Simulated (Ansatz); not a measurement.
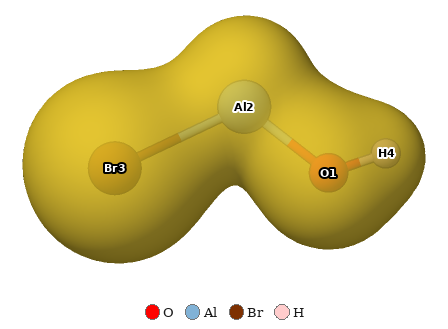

The picture shows: AlBrHO (SMILES [OH][Al][Br]) (doublet). Isosurface of the total electron density at 0.1 e/Å³ (yellow), seen across its widest extent.

Geometry: PBE0-D4/def2-TZVP.

Level of theory: isolated molecule in a Gaussian basis; Kohn-Sham density functional theory, functional LC-wPBE in Ansatz.

Q: Which contacts does the surface bridge?

A: At this value the surface is in one piece. It bridges the shortest Al–O (1.69 Å), Al–Br (2.27 Å) and O–H (0.96 Å) contacts, where the density stays above the isovalue. On the grid the lowest density along these lines, outside the cores, is 0.76 e/Å³ (Al–O, 1.69 Å), 0.43 e/Å³ (Al–Br, 2.27 Å) and 2.4 e/Å³ (O–H, 0.96 Å).
